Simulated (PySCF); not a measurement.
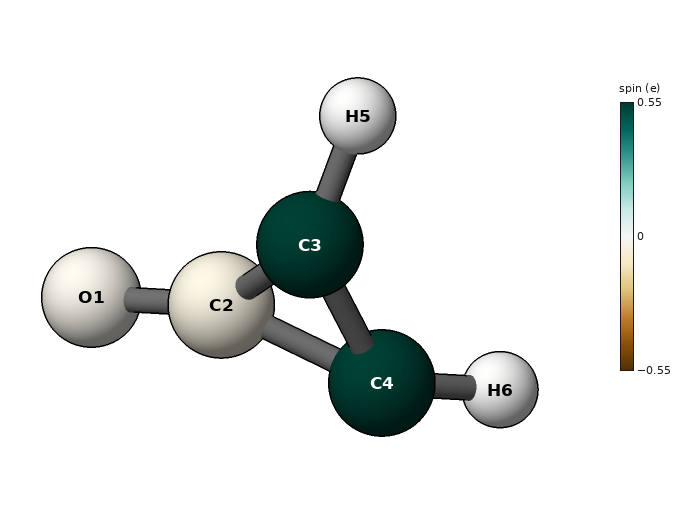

Atoms are coloured by their Mulliken spin populations. Charge −1, doublet. The geometry was computed by an optimisation with GFN2-xTB. No frequency run is at hand to confirm it as a minimum. Level of theory: UKS B3LYP, pcH-1 on C H O, non-relativistic (PySCF 2.14.0).

### Which atom carries the largest spin population?

C3, C4 (0.54 e).

### Which atom has the lowest spin population?

C2 (−0.05 e); a negative value comes from spin polarisation.

Give the Mulliken spin populations atom by atom.

| atom | value (e) |
| --- | --- |
| O1 | −0.03 |
| C2 | −0.05 |
| C3 | 0.54 |
| C4 | 0.54 |
| H5 | 0.00 |
| H6 | 0.00 |

Mulliken values depend strongly on the basis set.
